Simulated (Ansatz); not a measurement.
# RPA@PBE/def2-SVP run of C2H4ClSi (SMILES C=C[SiH]Cl)

Aim: the energy change on altering one bond length of C2H4ClSi at RPA@PBE/def2-SVP, from 2 runs. 

Program for the calculation: Ansatz 0.2.0.

57 further runs of the same task are left out: 57 set aside as unsound or not needed.

### Step 1. Starting point

C2H4ClSi: 8 atoms, total charge 0, spin state doublet. SMILES: `C=C[SiH]Cl`. The coordinates come from a PBE0-D4/def2-TZVP relaxation.

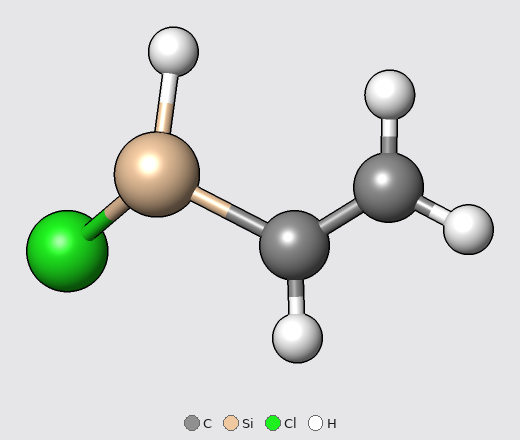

Viewed from a chosen angle; carbon grey, silicon light orange, chlorine green, hydrogen white.

### Step 2. A single-point energy at RPA@PBE/def2-SVP

job.yaml reads:

```yaml
crystal:
  periodic: [false, false, false]
  atoms:
    - {symbol: C, position_ang: [0.647000, 1.027000, -0.659700]}
    - {symbol: C, position_ang: [0.628500, -0.066700, 0.105400]}
    - {symbol: Si, position_ang: [-0.903600, -0.642600, 0.947100]}
    - {symbol: Cl, position_ang: [-1.031600, -2.697900, 0.941300]}
    - {symbol: H, position_ang: [-0.256900, 1.588200, -0.880600]}
    - {symbol: H, position_ang: [1.563900, 1.404900, -1.102500]}
    - {symbol: H, position_ang: [1.561300, -0.591000, 0.301600]}
    - {symbol: H, position_ang: [-2.116300, -0.079100, 0.291500]}
basis:
  gaussian:
    orbitals: def2-SVP
magnetization:
  spin_polarized: true
  initial_magnetization: 1
hamiltonian:
  xc: {name: PBE}
correlation:
  method: rpa
  frozen_orbitals: {C: 1, Cl: 5, H: 0, Si: 5}
accuracy: high
```

Started as:

```console
$ ansatz run job.yaml --threads 1 --pin off --max-ram 3480MiB --events-out events.jsonl --progress --plain --runs-dir runs
```

Log:

```text
Warning: RAYON_NUM_THREADS=1 ignored (pool sized by the plan → 1); use --threads N
Functional definition: PBE
  name "PBE"
  parameter kappa = 0.804
  parameter beta = 0.06672455060314922
  exchange = pbe_x(kappa = kappa, mu = beta*pi^2/3)
  correlation = pbe_c(beta = beta)
1845 factors; integrals over basis functions are off by at most 4.0e-9 eV
mean field evaluation 1: about -22503.2149 eV, gradient 4.8e1 eV
mean field evaluation 2: about -22503.2017 eV, gradient 4.8e1 eV
mean field evaluation 4: about -22517.6865 eV, gradient 1.3e1 eV
mean field evaluation 8: about -22518.6279 eV, gradient 3.4e-1 eV
mean field evaluation 16: about -22518.6266 eV, gradient 6.5e-4 eV
mean field evaluation 32: about -22496.9061 eV, gradient 2.0e1 eV
mean field evaluation 64: about -22518.5018 eV, gradient 4.0e0 eV
mean field -22518.62662443 eV, -827.5442647744 hartree, gradient 1.5e-8 eV, S^2 0.753456; 1 other end points of the search recorded, 0 dependent functions left out
12 core orbitals not correlated: weight in the atoms' cores, before any rotation towards them, 1.000 or more for the frozen orbitals, at most 0.000 for the correlated occupied ones
reference -22480.90957790 eV, -826.1581888801 hartree; 12, 11 occupied and 60, 61 virtual orbitals, 1845 factors
Total energy: -22502.94760602 eV, -826.9680714754 hartree
```

Run time: 11 s. Hardware: 1 thread of Intel Xeon Platinum 8488C (Sapphire Rapids), shared host; peak memory 0.34 GiB.

### Step 3. The distorted shape, same level

in.yaml reads:

```yaml
crystal:
  periodic: [false, false, false]
  atoms:
    - {symbol: C, position_ang: [0.669200, 2.339414, -1.577802]}
    - {symbol: C, position_ang: [0.628500, -0.066700, 0.105400]}
    - {symbol: Si, position_ang: [-0.903600, -0.642600, 0.947100]}
    - {symbol: Cl, position_ang: [-1.031600, -2.697900, 0.941300]}
    - {symbol: H, position_ang: [-0.234700, 2.900614, -1.798702]}
    - {symbol: H, position_ang: [1.586100, 2.717314, -2.020602]}
    - {symbol: H, position_ang: [1.561300, -0.591000, 0.301600]}
    - {symbol: H, position_ang: [-2.116300, -0.079100, 0.291500]}
basis:
  gaussian:
    orbitals: def2-SVP
hamiltonian:
  xc: pbe
correlation:
  method: rpa
  frozen_orbitals: {C: 1, Cl: 5, H: 0, Si: 5}
magnetization:
  spin_polarized: true
  initial_magnetization: 1
accuracy: high
```

Started as:

```console
$ ansatz run in.yaml --threads 1 --pin off --max-ram 3480MiB --events-out events.jsonl --progress --plain --runs-dir runs
```

Log, cut to the lines that bear on the results:

```text
Warning: RAYON_NUM_THREADS=1 ignored (pool sized by the plan → 1); use --threads N
[... 2 set-up lines as earlier in the session ...]
[...]
1768 factors; integrals over basis functions are off by at most 9.3e-9 eV
[...]
mean field -22511.96206009 eV, -827.2993465524 hartree, gradient 3.4e-8 eV, S^2 1.615438; 9 other end points of the search recorded, 0 dependent functions left out
12 core orbitals not correlated: weight in the atoms' cores, before any rotation towards them, 1.000 or more for the frozen orbitals, at most 0.000 for the correlated occupied ones
reference -22474.86611455 eV, -825.9360956983 hartree; 12, 11 occupied and 60, 61 virtual orbitals, 1768 factors
Total energy: -22496.43529072 eV, -826.7287483026 hartree
```

It took 29 s on 1 thread of Intel Xeon Platinum 8488C (Sapphire Rapids), shared host; peak memory 0.33 GiB.

### Step 4. Summary of results

Level: RPA@PBE/def2-SVP, 12 core orbitals frozen.

```
                                                         quantity          value
                                        first shape: total energy  -826.96807 Eh
                    first shape: RPA correlation energy (valence)     -809.9 mEh
                   first shape: ⟨S²⟩ of the reference determinant          0.753
                                    distorted shape: total energy  -826.72875 Eh
                distorted shape: RPA correlation energy (valence)     -792.7 mEh
               distorted shape: ⟨S²⟩ of the reference determinant          1.615
energy change with the C1–C2 bond stretched from 1.335 to 2.937 Å       6.512 eV
```

In words: With the C1–C2 bond stretched from 1.335 to 2.937 Å the energy rises by 6.51 eV (628 kJ/mol). The first shape isn't relaxed at this level, so the change isn't measured from a minimum. ⟨S²⟩ (distorted shape) is 1.62 where a pure doublet has 0.75: the reference is spin-contaminated.
